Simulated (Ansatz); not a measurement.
# The potential step between two gates: Mo2COS MXene bilayer, AA

Two oppositely charged gates put a neutral stack in a displacement field D. The voltage between them is D/ε₀ times an electrical distance, shorter than the real one because the stack screens.

Set-up. Ansatz 0.2.0, plane waves with PAW datasets (its set soft_2), PBE-D3(BJ); isolated slab, charged sheets 6 Å from the outer atoms behind model barriers, atoms held. Voltages count from the uncharged case.

```tsv
run	D/ε₀ (V/nm)	step in an electron's potential, upper less lower gate (eV)
run 1	−3.619	−3.803
run 2	−1.810	−1.901
run 3	0.000	0.000
run 4	1.810	1.899
run 5	3.619	3.797
run 6	5.428	?
```

**Question.** What value belongs in the row marked “?”, and how far can the other rows tell?

A least-squares line through the 5 rows shown has slope 1.0500 and intercept −0.0016; no row lies more than 0.002 eV off it. The size of the slope, 1.050 nm, is the electrical distance; the sheets are 2.457 nm apart, and screening reaches beyond the outer atoms. At 5.428 it gives 1.0500 × 5.428 + (−0.0016) = 5.698 eV, beyond the rows fitted. Rounding and scatter of the rows alone allow about ±0.002 eV there.

The run itself gives 5.693 eV: a miss of −0.005 eV, or 0.1 % of the value. Screening stays linear to within 1 % over this range.

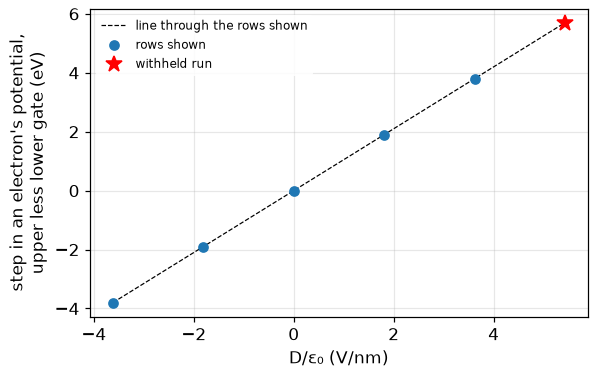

The fit and the withheld run.

**Limits.** The gates are model sheets, not atoms.

[Logs are printed without paths, hosts, clocks, repeated set-up lines and the standing remarks that a program may print on its own settings, such as how far it seeks lower states.]
